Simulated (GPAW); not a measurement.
## KTaO3 (Pm-3m): refractive index against wavelength

The refractive index of KTaO3 (Pm-3m) below the direct gap (2.68 eV on the mesh) is read from one computed spectrum, n = √(Re ε).

It takes space group Pm-3m (No. 221, cubic). The conventional cell has a = 3.988 Å, b = 3.988 Å, c = 3.988 Å, α = 90.00°, β = 90.00°, γ = 90.00°. Ta on site a is surrounded by 6 O at 1.99 Å. Around K on site b lie 12 O at 2.82 Å. O on site d is surrounded by 2 Ta at 1.99 Å.

Method: GPAW 26.7.0, LDA, RPA, k-mesh 8×8×8, local fields up to 50 eV, Lorentzian half width 0.15 eV.

Launch of the response step: `OMP_NUM_THREADS=1 python df.py`. The run took 67 s, its band step included, on 1 thread of Arm Neoverse V2, with other jobs on the host.

```tsv
wavelength (nm)	photon energy E (eV)	n
3000	0.413	2.2328
2000	0.620	2.2392
1550	0.800	2.2471
1310	0.946	2.2553
1064	1.165	2.2707
850	1.459	2.2985
700	1.771	?
```

In the single-oscillator model n² − 1 = E₀E_d/(E₀² − E²), so 1/(n² − 1) = E₀/E_d − E²/(E₀E_d) is linear in E².

Working, on the rows shown:

| x = E² (eV²) | y = 1/(n² − 1) |
| --- | --- |
| 0.170801 | 0.250916 |
| 0.384302 | 0.249127 |
| 0.639837 | 0.246947 |
| 0.895757 | 0.244715 |
| 1.35784 | 0.240611 |
| 2.12762 | 0.233476 |

Means: x̄ = 0.92936, ȳ = 0.2443. Σ(x − x̄)(y − ȳ) = -0.02298, Σ(x − x̄)² = 2.577. Slope = -0.02298 / 2.577 = -0.008918; intercept = ȳ − slope · x̄ = 0.25259. Turned back into n, the line misses the rows shown by at most 0.00055.

Q: What does the fit predict for the withheld row, and how well does it do?

A: At x = 3.1372 the line gives y = 0.22461, that is 2.3350. The run gave 2.3401, so the extrapolation is off by 0.0051, 5 % of the range in the table.

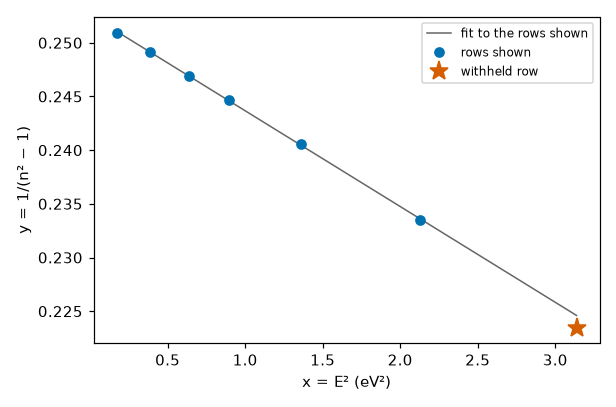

Refitted with all rows, the slope is -0.009254 and the intercept 0.25283. These give E₀ = √(intercept/−slope) = 5.23 eV and E_d = E₀/intercept = 20.7 eV; E₀ is 2.0 times the direct gap. The electronic limit at long wavelengths, without lattice vibrations, is n = √(1 + 1/intercept) = 2.226. Excitons are left out; LDA gaps are as a rule too small. The values come from a sum over the points of one k-mesh and carry its error, which grows as the direct gap shrinks. This version of GPAW has incomplete matrix elements in the optical limit, which can lower ε − 1 by up to a tenth where first-row anions or d states rule. Spin-orbit coupling is left out.

[Logs are printed without paths, hosts, clocks, repeated set-up lines and the standing remarks that a program may print on its own settings, such as how far it seeks lower states.]
